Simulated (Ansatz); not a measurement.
# CH4BF: two geometries relaxed, part 2 of 2

Aim: relax the geometries before and after the reaction (reductive elimination), and see whether they are two minima and how far apart in energy. Meant to form: F2–H3; to break: B1–F2, B1–H3. The start is a guess near the saddle point, from which both ends are pulled out.

Ansatz 0.2.0; RKS LDA/def2-SVP. The steps go on from the part before.

**4. A restrained relaxation towards end B**

Springs on the bonds that form and break draw the guess towards this end; the thresholds are loose.

Input file input.yaml:

```yaml
crystal:
  periodic: [false, false, false]
  atoms:
    - { symbol: B, position_ang: [0.0, 0.0, 0.0] }
    - { symbol: F, position_ang: [0.8785, 0.0, 1.2404] }
    - { symbol: H, position_ang: [1.3883, 0.0, 0.0683] }
    - { symbol: C, position_ang: [-1.3856, 0.0, -0.8] }
    - { symbol: H, position_ang: [-1.9458, -0.9305, -0.5708] }
    - { symbol: H, position_ang: [-1.9898, 0.8797, -0.4946] }
    - { symbol: H, position_ang: [-1.1839, 0.0508, -1.8903] }
basis:
  gaussian: { orbitals: def2-SVP }
hamiltonian:
  xc: lda
relax:
  f_tol: 0.15
  max_steps: 25
  restrain:
    - { distance: [1, 2], at: 0.92, k: 30.0 }
    - { distance: [0, 1], at: 2.52, k: 30.0 }
    - { distance: [0, 2], at: 2.39, k: 30.0 }
output:
  orbitals: {}
```

The run is started by

```bash
> ansatz run input.yaml --threads 1 --pin off --max-ram 2048MiB --backend cpu --events-out ev --progress --plain --runs-dir out
```

Output:

```text
Warning: RAYON_NUM_THREADS=1 ignored (pool sized by the plan → 1); use --threads N
The last accepted step is kept in <dir> (removed where the run ends without a failure and the disk answers)
Engine: ansatz 0.2.0, aarch64-unknown-linux-gnu
Functional definition: SPW92
  exchange = slater_x
  correlation = pw_c
692 factors; their error is unknown
mean field evaluation 1: about -4446.2171 eV, gradient 5.3e1 eV
mean field evaluation 2: about -4437.8939 eV, gradient 7.5e1 eV
mean field evaluation 4: about -4452.8573 eV, gradient 6.3e0 eV
mean field evaluation 8: about -4452.9349 eV, gradient 2.2e-1 eV
mean field evaluation 16: about -4452.9052 eV, gradient 7.1e-5 eV
mean field -4452.90520823 eV, -163.6412481148 hartree, gradient 1.4e-5 eV, S^2 0.000000; 0 other end points of the search recorded, 0 dependent functions left out
the calculation of the forces begins
reference -4452.90523590 eV, -163.6412491316 hartree; 12, 12 occupied and 50, 50 virtual orbitals, 692 factors
relax step   1: F+E_penalty+E_count = -4452.90520823 eV  Δ(F+E_penalty+E_count) = +0.000e0 eV  max|allowed force component| = 5.185e0 eV/Å  E_restraint = 31.92534720 eV  max|allowed force component, restraints' pulls added| = 4.252e1 eV/Å  Δτ_max = 0.0000 Å  (26 SCF iters, accepted)
  distance F 1 - H 2 = 1.2782 Å
  distance B 0 - F 1 = 1.5200 Å
  distance B 0 - H 2 = 1.3900 Å
these checks for a lower state are left out or cut short: starts, cluster_reference, orbital_swaps, neighbouring_geometries, increment
692 factors; their error is unknown
mean field -4451.27374288 eV, -163.5812928692 hartree, gradient 2.0e-5 eV, S^2 0.000000; 0 other end points of the search recorded, 0 dependent functions left out
the calculation of the forces begins
reference -4451.27377108 eV, -163.5812939054 hartree; 12, 12 occupied and 50, 50 virtual orbitals, 692 factors
relax step   2: F+E_penalty+E_count = -4451.27374288 eV  Δ(F+E_penalty+E_count) = +1.631e0 eV  max|allowed force component| = 8.029e0 eV/Å  E_restraint = 16.95833960 eV  max|allowed force component, restraints' pulls added| = 2.596e1 eV/Å  Δτ_max = 0.1951 Å  (33 SCF iters, accepted)
  distance F 1 - H 2 = 1.2826 Å
  distance B 0 - F 1 = 1.7890 Å
  distance B 0 - H 2 = 1.7083 Å
these checks for a lower state are left out or cut short: starts, cluster_reference, orbital_swaps, neighbouring_geometries, increment
692 factors; their error is unknown
mean field evaluation 32: about -4450.1005 eV, gradient 6.3e-4 eV
mean field -4450.10050738 eV, -163.5381772597 hartree, gradient 1.7e-5 eV, S^2 0.000000; 0 other end points of the search recorded, 0 dependent functions left out
the calculation of the forces begins
reference -4450.10053571 eV, -163.5381783010 hartree; 12, 12 occupied and 50, 50 virtual orbitals, 692 factors
relax step   3: F+E_penalty+E_count = -4450.10050738 eV  Δ(F+E_penalty+E_count) = +1.173e0 eV  max|allowed force component| = 1.090e1 eV/Å  E_restraint = 6.36876231 eV  max|allowed force component, restraints' pulls added| = 1.382e1 eV/Å  Δτ_max = 0.1949 Å  (34 SCF iters, accepted)
  distance F 1 - H 2 = 1.1908 Å
  distance B 0 - F 1 = 2.0963 Å
  distance B 0 - H 2 = 1.9756 Å
these checks for a lower state are left out or cut short: starts, cluster_reference, orbital_swaps, neighbouring_geometries, increment
692 factors; their error is unknown
mean field -4450.76747976 eV, -163.5626880427 hartree, gradient 1.7e-5 eV, S^2 0.000000; 0 other end points of the search recorded, 0 dependent functions left out
the calculation of the forces begins
reference -4450.76750759 eV, -163.5626890652 hartree; 12, 12 occupied and 50, 50 virtual orbitals, 692 factors
relax step   4: F+E_penalty+E_count = -4450.76747976 eV  Δ(F+E_penalty+E_count) = -6.670e-1 eV  max|allowed force component| = 9.600e0 eV/Å  E_restraint = 0.79625621 eV  max|allowed force component, restraints' pulls added| = 7.348e0 eV/Å  Δτ_max = 0.1978 Å  (32 SCF iters, accepted)
  distance F 1 - H 2 = 0.9884 Å
  distance B 0 - F 1 = 2.3792 Å
  distance B 0 - H 2 = 2.2210 Å
these checks for a lower state are left out or cut short: starts, cluster_reference, orbital_swaps, neighbouring_geometries, increment
692 factors; their error is unknown
mean field -4451.68893706 eV, -163.5965509737 hartree, gradient 1.2e-5 eV, S^2 0.000000; 0 other end points of the search recorded, 0 dependent functions left out
the calculation of the forces begins
reference -4451.68896477 eV, -163.5965519921 hartree; 12, 12 occupied and 50, 50 virtual orbitals, 692 factors
relax step   5: F+E_penalty+E_count = -4451.68893706 eV  Δ(F+E_penalty+E_count) = -9.215e-1 eV  max|allowed force component| = 1.954e0 eV/Å  E_restraint = 0.01450994 eV  max|allowed force component, restraints' pulls added| = 2.161e0 eV/Å  Δτ_max = 0.1948 Å  (32 SCF iters, accepted)
  distance F 1 - H 2 = 0.9235 Å
  distance B 0 - F 1 = 2.5479 Å
  distance B 0 - H 2 = 2.3768 Å
these checks for a lower state are left out or cut short: starts, cluster_reference, orbital_swaps, neighbouring_geometries, increment
692 factors; their error is unknown
mean field -4452.00975381 eV, -163.6083407719 hartree, gradient 9.4e-6 eV, S^2 0.000000; 0 other end points of the search recorded, 0 dependent functions left out
the calculation of the forces begins
reference -4452.00978159 eV, -163.6083417928 hartree; 12, 12 occupied and 50, 50 virtual orbitals, 692 factors
relax step   6: F+E_penalty+E_count = -4452.00975381 eV  Δ(F+E_penalty+E_count) = -3.208e-1 eV  max|allowed force component| = 1.339e0 eV/Å  E_restraint = 0.01395477 eV  max|allowed force component, restraints' pulls added| = 1.287e0 eV/Å  Δτ_max = 0.1375 Å  (28 SCF iters, accepted)
  distance F 1 - H 2 = 0.9280 Å
  distance B 0 - F 1 = 2.5450 Å
  distance B 0 - H 2 = 2.3745 Å
these checks for a lower state are left out or cut short: starts, cluster_reference, orbital_swaps, neighbouring_geometries, increment
692 factors; their error is unknown
mean field evaluation 64: about -4452.1504 eV, gradient 1.4e-5 eV
mean field -4452.15044717 eV, -163.6135111574 hartree, gradient 1.4e-5 eV, S^2 0.000000; 0 other end points of the search recorded, 0 dependent functions left out
the calculation of the forces begins
reference -4452.15047507 eV, -163.6135121830 hartree; 12, 12 occupied and 50, 50 virtual orbitals, 692 factors
relax step   7: F+E_penalty+E_count = -4452.15044717 eV  Δ(F+E_penalty+E_count) = -1.407e-1 eV  max|allowed force component| = 6.487e-1 eV/Å  E_restraint = 0.01391479 eV  max|allowed force component, restraints' pulls added| = 3.394e-1 eV/Å  Δτ_max = 0.2000 Å  (32 SCF iters, accepted)
  distance F 1 - H 2 = 0.9388 Å
  distance B 0 - F 1 = 2.5385 Å
  distance B 0 - H 2 = 2.3749 Å
these checks for a lower state are left out or cut short: starts, cluster_reference, orbital_swaps, neighbouring_geometries, increment
692 factors; their error is unknown
mean field -4452.19301973 eV, -163.6150756704 hartree, gradient 1.3e-5 eV, S^2 0.000000; 0 other end points of the search recorded, 0 dependent functions left out
the calculation of the forces begins
reference -4452.19304792 eV, -163.6150767063 hartree; 12, 12 occupied and 50, 50 virtual orbitals, 692 factors
relax step   8: F+E_penalty+E_count = -4452.19301973 eV  Δ(F+E_penalty+E_count) = -4.257e-2 eV  max|allowed force component| = 1.022e0 eV/Å  E_restraint = 0.04375523 eV  max|allowed force component, restraints' pulls added| = 2.028e0 eV/Å  Δτ_max = 0.1953 Å  (26 SCF iters, accepted)
  distance F 1 - H 2 = 0.9282 Å
  distance B 0 - F 1 = 2.5685 Å
  distance B 0 - H 2 = 2.4123 Å
these checks for a lower state are left out or cut short: starts, cluster_reference, orbital_swaps, neighbouring_geometries, increment
692 factors; their error is unknown
mean field -4452.25544108 eV, -163.6173696126 hartree, gradient 1.0e-5 eV, S^2 0.000000; 0 other end points of the search recorded, 0 dependent functions left out
the calculation of the forces begins
reference -4452.25546950 eV, -163.6173706571 hartree; 12, 12 occupied and 50, 50 virtual orbitals, 692 factors
relax step   9: F+E_penalty+E_count = -4452.25544108 eV  Δ(F+E_penalty+E_count) = -6.242e-2 eV  max|allowed force component| = 7.087e-1 eV/Å  E_restraint = 0.00701050 eV  max|allowed force component, restraints' pulls added| = 7.974e-1 eV/Å  Δτ_max = 0.1996 Å  (33 SCF iters, accepted)
  distance F 1 - H 2 = 0.9363 Å
  distance B 0 - F 1 = 2.5340 Å
  distance B 0 - H 2 = 2.3924 Å
these checks for a lower state are left out or cut short: starts, cluster_reference, orbital_swaps, neighbouring_geometries, increment
692 factors; their error is unknown
mean field -4452.29731795 eV, -163.6189085590 hartree, gradient 8.9e-6 eV, S^2 0.000000; 0 other end points of the search recorded, 0 dependent functions left out
the calculation of the forces begins
reference -4452.29734651 eV, -163.6189096087 hartree; 12, 12 occupied and 50, 50 virtual orbitals, 692 factors
relax step  10: F+E_penalty+E_count = -4452.29731795 eV  Δ(F+E_penalty+E_count) = -4.188e-2 eV  max|allowed force component| = 6.913e-1 eV/Å  E_restraint = 0.00760925 eV  max|allowed force component, restraints' pulls added| = 1.226e-1 eV/Å  Δτ_max = 0.1663 Å  (33 SCF iters, accepted)
  distance F 1 - H 2 = 0.9374 Å
  distance B 0 - F 1 = 2.5211 Å
  distance B 0 - H 2 = 2.3757 Å
these checks for a lower state are left out or cut short: starts, cluster_reference, orbital_swaps, neighbouring_geometries, increment
692 factors; their error is unknown
mean field evaluation 96: about -4452.2734 eV, gradient 1.1e-5 eV
mean field -4452.27338796 eV, -163.6180291484 hartree, gradient 1.1e-5 eV, S^2 0.000000; 0 other end points of the search recorded, 0 dependent functions left out
the calculation of the forces begins
reference -4452.27341662 eV, -163.6180302014 hartree; 12, 12 occupied and 50, 50 virtual orbitals, 692 factors
relax step  11: F+E_penalty+E_count = -4452.27338796 eV  Δ(F+E_penalty+E_count) = +2.393e-2 eV  max|allowed force component| = 1.257e0 eV/Å  E_restraint = 0.04938312 eV  max|allowed force component, restraints' pulls added| = 2.547e0 eV/Å  Δτ_max = 0.1739 Å  (33 SCF iters, rejected (line search))
  distance F 1 - H 2 = 0.9767 Å
  distance B 0 - F 1 = 2.5287 Å
  distance B 0 - H 2 = 2.3876 Å
these checks for a lower state are left out or cut short: starts, cluster_reference, orbital_swaps, neighbouring_geometries, increment
692 factors; their error is unknown
mean field -4452.30199178 eV, -163.6190803193 hartree, gradient 1.2e-5 eV, S^2 0.000000; 0 other end points of the search recorded, 0 dependent functions left out
the calculation of the forces begins
reference -4452.30202044 eV, -163.6190813726 hartree; 12, 12 occupied and 50, 50 virtual orbitals, 692 factors
relax step  12: F+E_penalty+E_count = -4452.30199178 eV  Δ(F+E_penalty+E_count) = -4.674e-3 eV  max|allowed force component| = 5.258e-1 eV/Å  E_restraint = 0.02091353 eV  max|allowed force component, restraints' pulls added| = 1.061e0 eV/Å  Δτ_max = 0.0856 Å  (28 SCF iters, rejected (line search))
  distance F 1 - H 2 = 0.9540 Å
  distance B 0 - F 1 = 2.5244 Å
  distance B 0 - H 2 = 2.3751 Å
these checks for a lower state are left out or cut short: starts, cluster_reference, orbital_swaps, neighbouring_geometries, increment
692 factors; their error is unknown
mean field -4452.30368635 eV, -163.6191425936 hartree, gradient 9.3e-6 eV, S^2 0.000000; 0 other end points of the search recorded, 0 dependent functions left out
the calculation of the forces begins
reference -4452.30371492 eV, -163.6191436434 hartree; 12, 12 occupied and 50, 50 virtual orbitals, 692 factors
relax step  13: F+E_penalty+E_count = -4452.30368635 eV  Δ(F+E_penalty+E_count) = -6.368e-3 eV  max|allowed force component| = 6.252e-1 eV/Å  E_restraint = 0.00969552 eV  max|allowed force component, restraints' pulls added| = 1.004e-1 eV/Å  Δτ_max = 0.0417 Å  (27 SCF iters, accepted)
  distance F 1 - H 2 = 0.9394 Å
  distance B 0 - F 1 = 2.5196 Å
  distance B 0 - H 2 = 2.3735 Å
692 factors; their error is unknown
mean field evaluation 128: about -4452.3037 eV, gradient 6.9e-5 eV
mean field -4452.30368635 eV, -163.6191425936 hartree, gradient 9.1e-6 eV, S^2 0.000000; 1 other end points of the search recorded, 0 dependent functions left out
the calculation of the forces begins
reference -4452.30371492 eV, -163.6191436434 hartree; 12, 12 occupied and 50, 50 virtual orbitals, 692 factors
Total energy: -4452.30371492 eV, -163.6191436434 hartree
Atom 0 at     0.082392    -0.149061    -1.045318 Å, force     0.290825     0.052067     0.343427 eV/Å
Atom 1 at     0.870347     0.117571     1.332987 Å, force    -0.378617     0.072228     0.247204 eV/Å
Atom 2 at     1.606414    -0.040017     0.771038 Å, force     0.039974    -0.095477    -0.625164 eV/Å
Atom 3 at    -1.423173     0.008185    -0.904135 Å, force     0.056310    -0.034369     0.029443 eV/Å
Atom 4 at    -1.800842    -0.929112    -0.427438 Å, force    -0.021175     0.025549     0.029083 eV/Å
Atom 5 at    -1.687659     0.880436    -0.262808 Å, force     0.021021    -0.031020     0.002669 eV/Å
Atom 6 at    -1.885779     0.111998    -1.911326 Å, force    -0.008338     0.011023    -0.026664 eV/Å
Dipole moment:    -0.369779     0.024337    -0.030276 e Å
```

It took 10 s on 1 thread of Arm Neoverse V2, shared host; peak memory 0.12 GiB.

The steps of the relaxation:

```csv
step,energy from step 1 (eV),largest force component (eV/Å)
1,0.0000,5.1853
2,1.6315,8.0288
3,2.8047,10.8977
4,2.1377,9.6001
5,1.2163,1.9544
6,0.8955,1.3392
7,0.7548,0.6487
8,0.7122,1.0216
9,0.6498,0.7087
10,0.6079,0.6913
11x,0.6318,1.2571
12x,0.6032,0.5258
13,0.6015,0.6252
```

Step 1 is the start. 2 steps were tried and not accepted (marked x). Energies and forces in the table leave out the springs, which the log lists apart; the run stops on the force with the springs' pull added.

After: Bond lengths: F2–H3 0.939 Å, B1–C4 1.520 Å, C4–H5 1.117 Å, C4–H6 1.114 Å, C4–H7 1.113 Å. Angles: B1–C4–H5 106.7°, B1–C4–H6 111.7°, B1–C4–H7 109.7°, H5–C4–H6 109.3°, H5–C4–H7 108.9°, H6–C4–H7 110.4°.

Pairs that crossed the distance rule for bonds on the way: came closer F2–H3; moved apart B1–F2.

**5. End point B**

It starts where the restrained run ended.

Input file input.yaml:

```yaml
crystal:
  periodic: [false, false, false]
  atoms:
    - { symbol: B, position_ang: [0.082392, -0.149061, -1.045318] }
    - { symbol: F, position_ang: [0.870347, 0.117571, 1.332987] }
    - { symbol: H, position_ang: [1.606414, -0.040017, 0.771038] }
    - { symbol: C, position_ang: [-1.423173, 0.008185, -0.904135] }
    - { symbol: H, position_ang: [-1.800842, -0.929112, -0.427438] }
    - { symbol: H, position_ang: [-1.687659, 0.880436, -0.262808] }
    - { symbol: H, position_ang: [-1.885779, 0.111998, -1.911326] }
basis:
  gaussian: { orbitals: def2-SVP }
hamiltonian:
  xc: lda
relax:
  f_tol: 0.03
  max_steps: 50
```

The run is started by

```bash
> ansatz run input.yaml --threads 1 --pin off --max-ram 2048MiB --backend cpu --events-out ev --progress --plain --runs-dir out
```

Output, shortened:

```text
Warning: RAYON_NUM_THREADS=1 ignored (pool sized by the plan → 1); use --threads N
[...]
[... 1 set-up line as earlier in the session ...]
[...]
692 factors; their error is unknown
[...]
mean field -4452.30365346 eV, -163.6191413848 hartree, gradient 6.2e-6 eV, S^2 0.000000; 0 other end points of the search recorded, 0 dependent functions left out
[...]
reference -4452.30368144 eV, -163.6191424132 hartree; 12, 12 occupied and 50, 50 virtual orbitals, 692 factors
relax step   1: F+E_penalty+E_count = -4452.30365346 eV  Δ(F+E_penalty+E_count) = +0.000e0 eV  max|allowed force component| = 6.253e-1 eV/Å  Δτ_max = 0.0000 Å  (27 SCF iters, accepted)
[...]
relax step   4: F+E_penalty+E_count = -4452.75270759 eV  Δ(F+E_penalty+E_count) = -1.388e-1 eV  max|allowed force component| = 4.688e-1 eV/Å  Δτ_max = 0.1949 Å  (34 SCF iters, accepted)
[...]
relax step   7: F+E_penalty+E_count = -4454.40949001 eV  Δ(F+E_penalty+E_count) = -1.083e0 eV  max|allowed force component| = 4.653e0 eV/Å  Δτ_max = 0.1960 Å  (32 SCF iters, accepted)
[...]
relax step  10: F+E_penalty+E_count = -4457.33910865 eV  Δ(F+E_penalty+E_count) = -4.210e-1 eV  max|allowed force component| = 1.422e0 eV/Å  Δτ_max = 0.2000 Å  (27 SCF iters, accepted)
[...]
relax step  13: F+E_penalty+E_count = -4457.55181506 eV  Δ(F+E_penalty+E_count) = -1.649e-2 eV  max|allowed force component| = 1.539e-1 eV/Å  Δτ_max = 0.1937 Å  (31 SCF iters, accepted)
[...]
relax step  14: F+E_penalty+E_count = -4457.55792021 eV  Δ(F+E_penalty+E_count) = -6.105e-3 eV  max|allowed force component| = 6.059e-2 eV/Å  Δτ_max = 0.0880 Å  (26 SCF iters, accepted)
[...]
692 factors; their error is unknown
mean field -4457.55958237 eV, -163.8122932096 hartree, gradient 1.4e-5 eV, S^2 0.000000; 0 other end points of the search recorded, 0 dependent functions left out
```

**6. The output, continued: end point B relaxed**

Output, continued, shortened:

```text
[...]
reference -4457.55960896 eV, -163.8122941867 hartree; 12, 12 occupied and 50, 50 virtual orbitals, 692 factors
relax step  15: F+E_penalty+E_count = -4457.55958237 eV  Δ(F+E_penalty+E_count) = -1.662e-3 eV  max|allowed force component| = 5.110e-2 eV/Å  Δτ_max = 0.0533 Å  (25 SCF iters, accepted)
[...]
relax step  17: F+E_penalty+E_count = -4457.56020346 eV  Δ(F+E_penalty+E_count) = -6.211e-4 eV  max|allowed force component| = 4.720e-3 eV/Å  Δτ_max = 0.0379 Å  (26 SCF iters, accepted)
[...]
relax step  19: F+E_penalty+E_count = -4457.56003360 eV  Δ(F+E_penalty+E_count) = +1.699e-4 eV  max|allowed force component| = 1.040e-1 eV/Å  Δτ_max = 0.0444 Å  (25 SCF iters, rejected (line search))
[...]
relax step  21: F+E_penalty+E_count = -4457.56056491 eV  Δ(F+E_penalty+E_count) = -2.419e-4 eV  max|allowed force component| = 6.150e-2 eV/Å  Δτ_max = 0.0491 Å  (25 SCF iters, accepted)
[...]
reference -4457.56077151 eV, -163.8123369098 hartree; 12, 12 occupied and 50, 50 virtual orbitals, 692 factors
Total energy: -4457.56077151 eV, -163.8123369098 hartree
Atom 0 at     0.184156    -0.022718    -0.008575 Å, force    -0.007724    -0.006421    -0.003179 eV/Å
Atom 1 at     0.452464     0.591502     1.130102 Å, force     0.006591     0.004814     0.005527 eV/Å
Atom 2 at     1.119523    -0.627506    -0.523514 Å, force     0.005940     0.000491     0.002584 eV/Å
Atom 3 at    -1.233807     0.029505    -0.620165 Å, force    -0.002402     0.002002    -0.003440 eV/Å
Atom 4 at    -1.628139    -1.010069    -0.698964 Å, force    -0.000860     0.001261    -0.001938 eV/Å
Atom 5 at    -1.955897     0.651366    -0.053159 Å, force     0.000330    -0.001393     0.002657 eV/Å
Atom 6 at    -1.176601     0.387918    -1.672725 Å, force    -0.001875    -0.000753    -0.002212 eV/Å
Dipole moment:    -0.188190    -0.055411    -0.175379 e Å
```

Run time: 18 s. Hardware: 1 thread of Arm Neoverse V2, shared host; peak memory 0.12 GiB.

The steps of the relaxation:

```csv
step,energy from step 1 (eV),largest force component (eV/Å)
1,0.0000,0.6253
2,-0.1558,0.5197
3,-0.3102,0.4612
4,-0.4491,0.4688
5,-0.6217,1.6233
6,-1.0233,2.8044
7,-2.1058,4.6534
8,-3.2887,6.3628
9,-4.6144,2.4982
10,-5.0355,1.4221
11,-5.1988,0.6874
12,-5.2317,0.3009
13,-5.2482,0.1539
14,-5.2543,0.0606
15,-5.2559,0.0511
16x,-5.2498,0.5603
17,-5.2566,0.0047
18x,-5.2561,0.1748
19x,-5.2564,0.1040
20,-5.2567,0.0468
21,-5.2569,0.0615
22,-5.2570,0.0363
23,-5.2571,0.0077
```

Step 1 is the start. 3 steps were tried and not accepted (marked x).

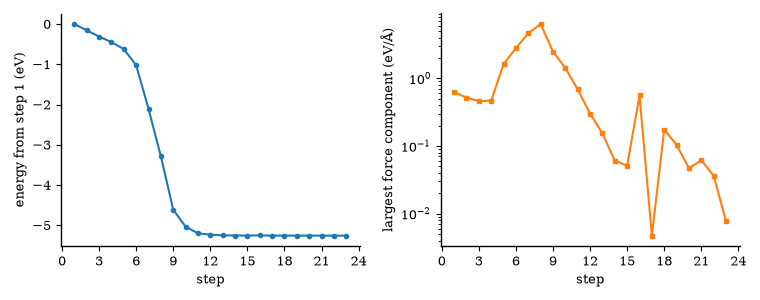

How energy and force went from step to step.

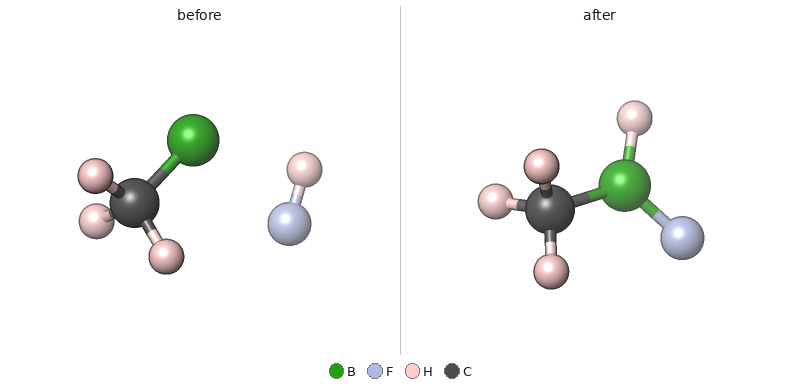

Before and after, at one scale.

After: Bond lengths: B1–F2 1.321 Å, B1–H3 1.227 Å, B1–C4 1.545 Å, C4–H5 1.115 Å, C4–H6 1.109 Å, C4–H7 1.113 Å. Angles: F2–B1–H3 115.8°, F2–B1–C4 120.8°, H3–B1–C4 123.4°, B1–C4–H5 108.7°, B1–C4–H6 114.5°, B1–C4–H7 109.8°, H5–C4–H6 109.2°, H5–C4–H7 104.6°, H6–C4–H7 109.7°.

Pairs that crossed the distance rule for bonds on the way: came closer B1–F2, B1–H3; moved apart F2–H3.

**7. Outcome**

The summary covers parts 1 to 2.

| quantity | value |
| --- | --- |
| end A | 9 moves, 0.017 eV lower |
| end B | 19 moves, 5.257 eV lower |
| largest difference between the ends | 0.03 Å |
| end B relative to end A | -0.000 eV |

What this shows: The two relaxations end at one structure, within 0.03 Å: no second minimum was found from this start, which doesn't rule one out.
